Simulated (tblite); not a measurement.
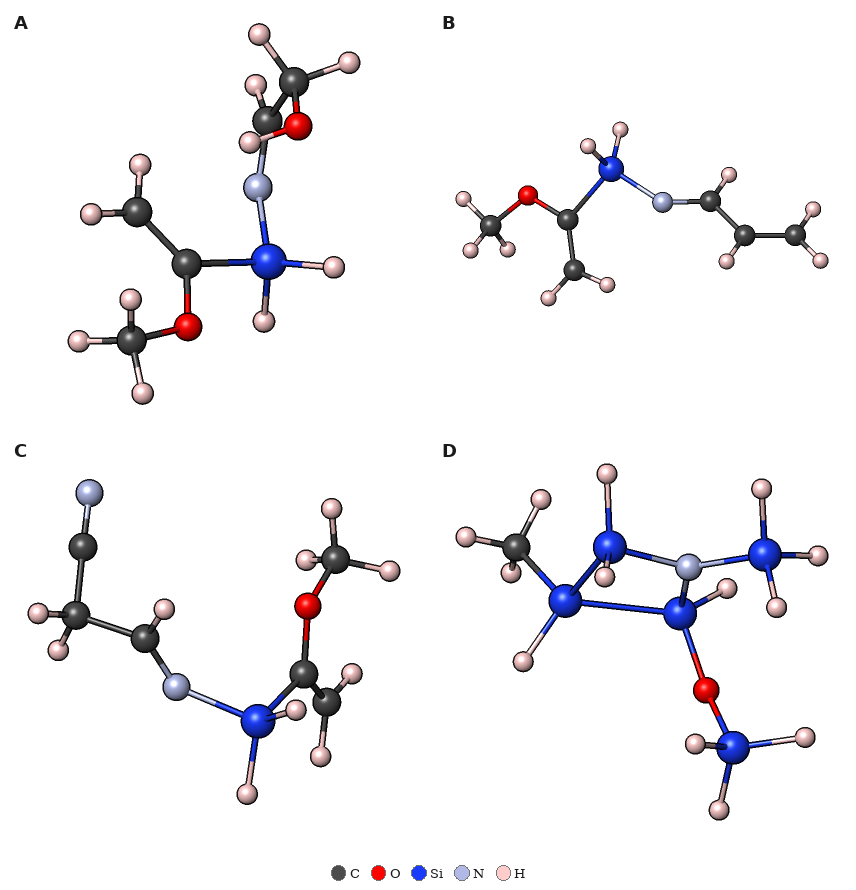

Figure made from data computed with tblite.

> Match each picture to its SMILES.
(1) C=C(OC)[SiH2]/N=C\CO
(2) C=C/C=N/[SiH2]C(=C)OC
(3) C[Si@@H]1[SiH2]N([SiH3])[Si@H]1O[SiH3]
(4) C=C(OC)[SiH2]/N=C/CC#N

A is (1), B is (2), C is (4), D is (3).
